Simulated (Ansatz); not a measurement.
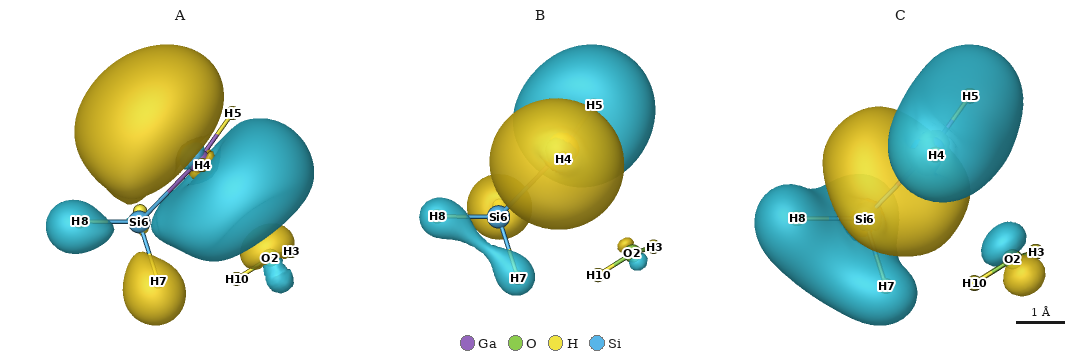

GaH5Si···H2O. Three frontier orbitals at ±0.06 Å⁻³ᐟ² (yellow and cyan are the two phases), in no order.

Not at a stationary point (largest force 1.1 eV/Å).

All numbers below come from RKS BHLYP-D4/def2-mTZVP (Ansatz 0.2.0).

Input file:

```
crystal:
  periodic: [false, false, false]
  atoms:
    - { symbol: Ga, position_ang: [0.0, 0.0, 0.0] }
    - { symbol: O, position_ang: [0.0, 0.0, 2.14] }
    - { symbol: H, position_ang: [-0.9095, -0.2814, 2.4771] }
    - { symbol: H, position_ang: [1.3596, 0.0, -0.785] }
    - { symbol: H, position_ang: [-1.3596, 0.0, -0.785] }
    - { symbol: Si, position_ang: [0.1179, 2.493, 0.8293] }
    - { symbol: H, position_ang: [0.6941, 2.5339, 2.1701] }
    - { symbol: H, position_ang: [0.9521, 3.2709, -0.0821] }
    - { symbol: H, position_ang: [-1.2271, 3.0603, 0.8608] }
    - { symbol: H, position_ang: [0.0596, 1.2607, 1.9837] }
basis:
  gaussian: { orbitals: def2-mTZVP }
hamiltonian:
  xc: { name: BHLYP }
  dispersion: d4
relax:
  f_tol: 0.15
  max_steps: 25
  restrain:
    - { distance: [0, 5], at: 2.33, k: 30.0 }
    - { distance: [9, 1], at: 1.01, k: 30.0 }
    - { distance: [0, 1], at: 2.99, k: 30.0 }
    - { distance: [9, 5], at: 2.66, k: 30.0 }
output:
  orbitals: {}
```

Run with:

```sh
ansatz run input.yaml --threads 2 --pin off --max-ram 3072MiB --backend cpu --events-out ev --progress --plain --runs-dir out
```

The fields are those of the run's last geometry, not of the input's.

Which picture is the HOMO−1, the HOMO and the LUMO?

B is the HOMO−1 (−9.56 eV). By Hirshfeld shares it lies mainly on Ga1 (about 35 %), H5 (about 30 %) and H4 (about 25 %). C is the HOMO (−8.63 eV). By Hirshfeld shares it lies mainly on Si6 (about 40 %), Ga1 (about 35 %), H4 (about 10 %) and H5 (about 5 %). A is the LUMO (−0.78 eV). Its weight (Hirshfeld) is mainly on Ga1 (about 65 %) and Si6 (about 15 %).

What is the HOMO–LUMO gap?

7.85 eV between the orbital energies.
